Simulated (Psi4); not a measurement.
# C2ClFN− (SMILES N#C[C-](F)Cl) at CCSD/aug-cc-pVDZ

What is the energy change on altering one bond length of C2ClFN− at CCSD/aug-cc-pVDZ? 

Program for the calculation: Psi4 1.11.

**1. The molecule**

The species is C2ClFN− (5 atoms), meant as a singlet with charge -1. SMILES: `N#C[C-](F)Cl`. The coordinates come from a GFN2-xTB relaxation.

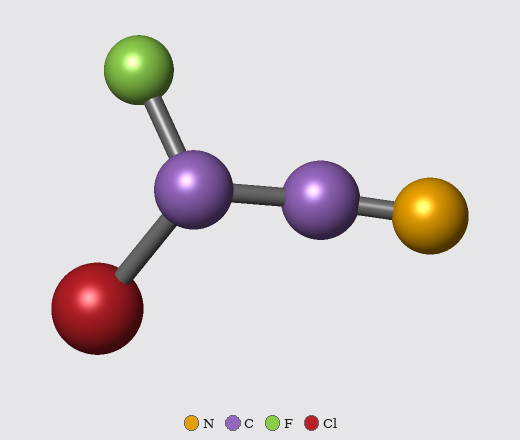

The structure, seen from a chosen angle (nitrogen amber, carbon purple, fluorine green, chlorine red).

**2. The energy at CCSD/aug-cc-pVDZ**

Contents of calc.dat:

```
memory 1600 mb

molecule mol {
  -1 1
  N
  C 1 1.16603
  C 2 1.381796 1 164.39703
  F 3 1.413901 2 114.65448 1 123.09828
  Cl 3 1.811011 2 111.99713 1 -114.38837
  symmetry c1
}

set puream true
set e_convergence 1e-09
set d_convergence 1e-08
set scf_type pk
set num_frozen_docc 9

energy("ccsd/aug-cc-pVDZ")
print_variables()
```

Command:

```
$ psi4 -i calc.dat -o calc.out -n 1
```

calc.out:

```text
[...]
  Running in c1 symmetry.
[...]
  Nuclear repulsion =  182.036628541626783
[...]
  Multiplicity = 1
[...]
  Nalpha       = 23
  Nbeta        = 23
[...]
    Number of basis functions: 119
[...]
   @RHF iter   1:  -688.97108292335213   -1.01198e+00   4.13551e-03 ADIIS/DIIS
[...]
   @RHF iter  15:  -689.11507009719946   -1.05729e-11   8.18003e-09 DIIS
[...]
    Orbital Energies [Eh]
    ---------------------
    Doubly Occupied:
       1A   -104.660010     2A    -26.126635     3A    -15.391089
       4A    -11.147752     5A    -11.104904     6A    -10.385716
       7A     -7.853254     8A     -7.850576     9A     -7.850230
      10A     -1.418323    11A     -1.038351    12A     -0.944835
      13A     -0.762797    14A     -0.556259    15A     -0.499189
      16A     -0.490785    17A     -0.398740    18A     -0.366516
      19A     -0.342966    20A     -0.302084    21A     -0.288816
      22A     -0.269524    23A     -0.122301
[...]
  @RHF Final Energy:  -689.11507009719946
   => Energetics <=
    Nuclear Repulsion Energy =            182.0366285416267829
    One-Electron Energy =               -1321.9600918974504111
    Two-Electron Energy =                 450.8083932586241076
    Total Energy =                       -689.1150700971993501
[...]
 Multipole Moments:
 ------------------------------------------------------------------------------------
     Multipole            Electronic (a.u.)      Nuclear  (a.u.)        Total (a.u.)
 ------------------------------------------------------------------------------------
 L = 1.  Multiply by 2.5417464519 to convert [e a0] to [Debye]
 Dipole X            :         -0.0457467           -0.2840642           -0.3298109
 Dipole Y            :          0.5497739           -0.1952150            0.3545589
 Dipole Z            :          2.7291829           -1.6210111            1.1081717
 Magnitude           :                                                    1.2093518
[...]
      * MP2 total energy                      = -689.898784330589820
[...]
      * CCSD total energy                     = -689.915703765928924
[...]
```

Run time: 97 s. Hardware: 1 thread of Intel Xeon Platinum 8375C at 2.90GHz (Ice Lake), shared host; peak memory 1.5 GiB.

**3. The distorted shape, same level**

Contents of c2clfn.xyz:

```xyz
5
C2ClFN
N      0.929819    -0.936780     1.794339
C      0.328660    -0.410680     0.717380
C     -0.015800    -0.050360    -0.571370
F     -1.332410    -0.400380    -0.949710
Cl     0.168140     1.729580    -0.850190
```

Contents of job.py:

```python
import psi4

psi4.set_memory('1600 MB')
psi4.set_num_threads(1)
psi4.core.set_output_file('c2clfn.out', False)

with open('c2clfn.xyz') as f:
    atoms = ''.join(f.readlines()[2:])
geom = psi4.geometry('-1 1\n' + atoms + 'symmetry c1')

psi4.set_options({
    'puream': True,
    'e_convergence': 1e-09,
    'd_convergence': 1e-08,
    'scf_type': 'pk',
    'num_frozen_docc': 9,
})

energy_value = psi4.energy('ccsd/aug-cc-pVDZ')
print('E =', round(energy_value, 9))
```

Command:

```
$ python job.py
```

c2clfn.out:

```text
[...]
  Running in c1 symmetry.
[...]
  Nuclear repulsion =  177.822372290324836
[...]
  Multiplicity = 1
[...]
  Nalpha       = 23
  Nbeta        = 23
[...]
    Number of basis functions: 119
[...]
   @RHF iter   1:  -688.91466252228395   -1.24644e+00   4.08427e-03 ADIIS/DIIS
[...]
   @RHF iter  18:  -689.05932618395809   -3.25144e-11   8.37773e-09 DIIS
[...]
    Orbital Energies [Eh]
    ---------------------
    Doubly Occupied:
       1A   -104.671917     2A    -26.138754     3A    -15.425553
       4A    -11.170010     5A    -11.146032     6A    -10.397485
       7A     -7.865063     8A     -7.862252     9A     -7.861935
      10A     -1.429989    11A     -0.975306    12A     -0.934671
      13A     -0.774166    14A     -0.571016    15A     -0.510102
      16A     -0.501697    17A     -0.407114    18A     -0.360219
      19A     -0.335841    20A     -0.302522    21A     -0.268967
      22A     -0.227310    23A     -0.132702
[...]
  @RHF Final Energy:  -689.05932618395809
   => Energetics <=
    Nuclear Repulsion Energy =            177.8223722903248358
    One-Electron Energy =               -1313.2221488777388458
    Two-Electron Energy =                 446.3404504034558045
    Total Energy =                       -689.0593261839580919
[...]
 Multipole Moments:
 ------------------------------------------------------------------------------------
     Multipole            Electronic (a.u.)      Nuclear  (a.u.)        Total (a.u.)
 ------------------------------------------------------------------------------------
 L = 1.  Multiply by 2.5417464519 to convert [e a0] to [Debye]
 Dipole X            :         -1.6940742            1.0464816           -0.6475926
 Dipole Y            :          1.5655182           -0.5101094            1.0554088
 Dipole Z            :         -2.3087608            1.2460352           -1.0627257
 Magnitude           :                                                    1.6317628
[...]
      * MP2 total energy                      = -689.878155848153028
[...]
      * CCSD total energy                     = -689.886445819317032
```

On the terminal:

```text
E = -689.886445819
```

It took 2 min on 1 thread of Intel Xeon Platinum 8375C at 2.90GHz (Ice Lake), shared host; peak memory 1.5 GiB.

**4. Summary of results**

At CCSD/aug-cc-pVDZ, 9 core orbitals frozen:

```
                                                              quantity          value
                                             first shape: total energy  -689.91570 Eh
                      first shape: HOMO energy (Hartree–Fock orbitals)       -3.33 eV
                      first shape: LUMO energy (Hartree–Fock orbitals)        5.35 eV
    first shape: HOMO–LUMO gap (to an unbound level, set by the basis)        8.68 eV
              first shape: correlation energy (9 core orbitals frozen)     -800.6 mEh
                                            first shape: T1 diagnostic          0.016
                                         distorted shape: total energy  -689.88645 Eh
                  distorted shape: HOMO energy (Hartree–Fock orbitals)       -3.61 eV
                  distorted shape: LUMO energy (Hartree–Fock orbitals)        5.25 eV
distorted shape: HOMO–LUMO gap (to an unbound level, set by the basis)        8.87 eV
          distorted shape: correlation energy (9 core orbitals frozen)     -827.1 mEh
                                        distorted shape: T1 diagnostic          0.021
     energy change with the N1–C2 bond stretched from 1.166 to 1.341 Å       0.796 eV
```

**Reading.** With the N1–C2 bond stretched from 1.166 to 1.341 Å the energy rises by 0.80 eV (76.8 kJ/mol). The first shape isn't relaxed at this level, so the change isn't measured from a minimum. The T1 diagnostic (distorted shape) of 0.021 is above the customary mark for such species, so a single reference may not serve.
